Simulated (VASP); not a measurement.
Band structure of Ge (relaxed from the hcp structure, space group P6_3/mmc). All values below come from r2SCAN meta-GGA, VASP's PBE PAW potentials (set 64) (plane waves; VASP).

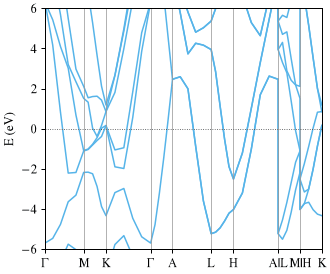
Figure: Bands along high-symmetry lines, zero at the valence-band maximum or, without a gap, the Fermi level

Read the plot: is there a gap, and where are the band edges?

It has no gap at this level: it comes out as a metal or semimetal.

The structure was generated: Ge was put into the hcp type (P6_3/mmc), which need not be its known phase. It was relaxed first.
